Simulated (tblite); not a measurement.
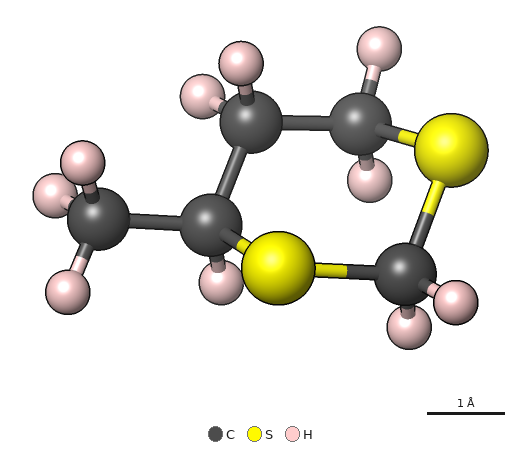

C$_{5}$H$_{10}$S$_{2}$ (charge +1, multiplicity 2), before the relaxation. The picture is a ball-and-stick view, seen from a free direction.

Computed with GFN2-xTB geometry optimisation, gas phase (tblite).

```xyz
17

C    -2.0862   -0.8807   -0.1282
C    -0.6474   -0.4277   -0.3013
C    -0.4242    0.9529    0.3246
C     0.9492    1.5535    0.0604
S     2.2777    0.6215    0.8950
C     2.0348   -0.9774    0.0861
S     0.4307   -1.6882    0.4778
H    -2.7632   -0.1619   -0.6128
H    -2.3827   -0.9393    0.9284
H    -2.2722   -1.8579   -0.5840
H    -0.4159   -0.4058   -1.3648
H    -0.6536    0.9402    1.3998
H    -1.1719    1.6450   -0.1115
H     1.1645    1.5994   -1.0074
H     0.9756    2.5800    0.4546
H     2.8109   -1.6575    0.4647
H     2.1669   -0.8842   -0.9914
```

Where does the relaxation end?

The energy falls by 16.8 kJ/mol in 52 geometry steps. The atom that moves furthest after the best rigid fit is S5 (0.21 Å). By element the largest moves are S 0.21 Å, H 0.20 Å, C 0.09 Å. Some distances before and after: C3–H13 1.108 → 1.093 Å, C6–S7 1.798 → 1.811 Å, C1–H8 1.100 → 1.087 Å, C4–S5 1.825 → 1.817 Å. Among the angles between lasting bonds that change: S5–C6–S7 111.8° → 96.5°, H16–C6–H17 107.9° → 111.6°, S5–C6–H17 110.5° → 113.8°. Cost: 0.38 s on 1 thread of Arm Neoverse V1, with other jobs on the host.

The structure at the end:

```xyz
17

C    -2.0803   -0.8984   -0.1029
C    -0.6520   -0.4075   -0.2759
C    -0.4721    1.0078    0.2711
C     0.9528    1.5254    0.1141
S     2.1518    0.5057    1.0221
C     2.0480   -0.9843   -0.0061
S     0.4546   -1.5637    0.6311
H    -2.7619   -0.2371   -0.6319
H    -2.3636   -0.9117    0.9465
H    -2.1996   -1.8997   -0.5083
H    -0.3544   -0.4547   -1.3271
H    -0.7637    1.0332    1.3232
H    -1.1437    1.6753   -0.2740
H     1.2576    1.5626   -0.9325
H     1.0373    2.5226    0.5459
H     2.8341   -1.6830    0.2687
H     2.0480   -0.7806   -1.0739
```

The end point in the same view:

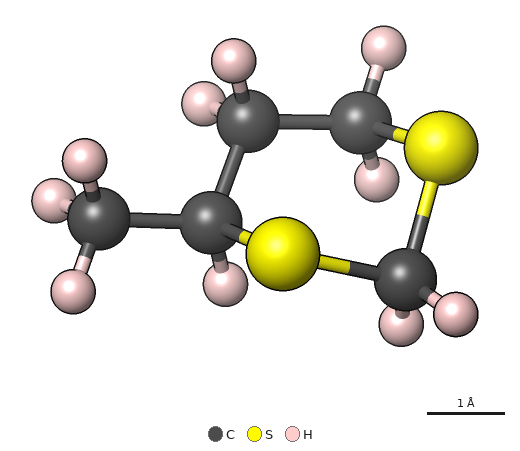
